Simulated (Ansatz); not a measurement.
System: C16H11NS (SMILES C=C1C=CN1c1ccc2sc3ccccc3c2c1).

Input

```
crystal:
  periodic: [false, false, false]
  atoms:
    - symbol: C
      position_ang: [-3.344943, -2.436754, -1.729451]
    - symbol: C
      position_ang: [-2.103118, -2.879128, -1.520061]
    - symbol: C
      position_ang: [-1.410424, -4.134998, -1.167530]
    - symbol: C
      position_ang: [-0.253649, -3.420524, -1.062718]
    - symbol: C
      position_ang: [-0.549446, -0.903032, -0.971455]
    - symbol: C
      position_ang: [-1.166887, 0.216879, -1.579662]
    - symbol: C
      position_ang: [-0.904722, 1.507770, -1.135199]
    - symbol: C
      position_ang: [0.010799, 1.693008, -0.092428]
    - symbol: C
      position_ang: [1.576592, 2.418204, 1.725917]
    - symbol: C
      position_ang: [2.382313, 3.039257, 2.687139]
    - symbol: C
      position_ang: [3.183871, 2.238397, 3.499871]
    - symbol: C
      position_ang: [3.184105, 0.839203, 3.358026]
    - symbol: C
      position_ang: [2.381373, 0.225092, 2.400219]
    - symbol: C
      position_ang: [1.563345, 1.007832, 1.567667]
    - symbol: C
      position_ang: [0.658503, 0.588903, 0.514547]
    - symbol: C
      position_ang: [0.358583, -0.710847, 0.077334]
    - symbol: N
      position_ang: [-0.821813, -2.180650, -1.470264]
    - symbol: S
      position_ang: [0.498262, 3.228491, 0.605502]
    - symbol: H
      position_ang: [-4.178587, -3.140973, -1.690513]
    - symbol: H
      position_ang: [-3.558742, -1.383938, -1.922598]
    - symbol: H
      position_ang: [-1.689320, -5.185127, -1.143223]
    - symbol: H
      position_ang: [0.798802, -3.603685, -0.834957]
    - symbol: H
      position_ang: [-1.832949, 0.056618, -2.430603]
    - symbol: H
      position_ang: [-1.391057, 2.362840, -1.612194]
    - symbol: H
      position_ang: [2.382706, 4.126908, 2.798090]
    - symbol: H
      position_ang: [3.819337, 2.707353, 4.256503]
    - symbol: H
      position_ang: [3.820343, 0.229766, 4.005593]
    - symbol: H
      position_ang: [2.385187, -0.863737, 2.293333]
    - symbol: H
      position_ang: [0.819978, -1.573151, 0.565997]
basis:
  gaussian:
    orbitals: def2-SVP
hamiltonian:
  xc: {name: PBE0}
output: {forces: true, orbitals: {seedname: orbitals}}
```

Command:

```sh
ansatz run input.yaml --threads 8 --pin off --max-ram 13920MiB --events-out events.jsonl --progress --plain --runs-dir runs
```

Geometry: r2SCAN-D4/def2-SVP.

Method: isolated molecule in a Gaussian basis; Kohn-Sham density functional theory, functional PBE0 in Ansatz 0.2.0.

Q: Predict the electron density and electron localisation function between the atoms.

A: C–N (1.40 Å): ρ at the midpoint is about 2.1 e/Å³; the ELF peaks at about 0.95 between the atoms (a covalent bond).
C–S (1.75 Å): ρ at the midpoint is about 1.4 e/Å³; the ELF peaks at about 0.95 between the atoms: a covalent bond.
C–H (1.09 Å): the density is about 1.9 e/Å³ at the midpoint; the ELF climbs to about 1 towards the hydrogen, as it does in any bond to H (an ordinary covalent bond to hydrogen).
C–C (1.39 Å): the density is about 2.1 e/Å³ at the midpoint; the ELF peaks at about 0.95 between the atoms; localised, covalent bonding.

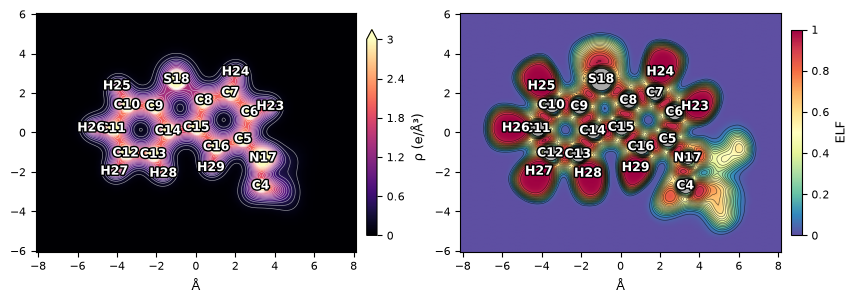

Computed electron density and electron localisation function on the plane of atoms C14, C15 and C16, in this order. Grey discs cover the atomic cores in the ELF map. 
